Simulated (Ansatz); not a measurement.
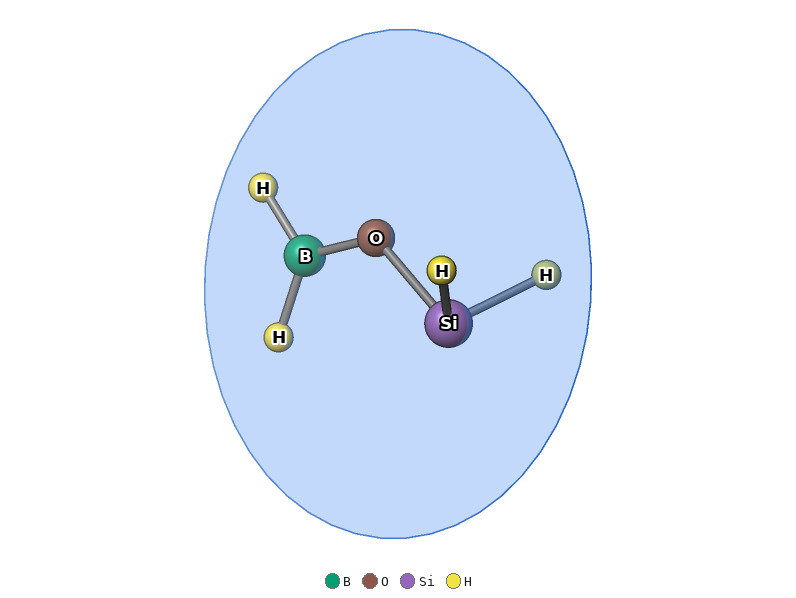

All proper rotation axes (lines) and mirror planes (discs) of the structure are drawn in. Depth is shown by fading: the farther an atom, the more it takes the colour of the background. State: charge −1, singlet. The geometry was computed by an optimisation with PBE0-D4/def2-TZVPD. No frequency run is at hand to confirm it as a minimum.

Name the symmetry elements and the point group.

Answer. It has 1 mirror plane. Point group Cs. The group has 2 operations. The geometry is achiral, and symmetry allows a dipole moment.
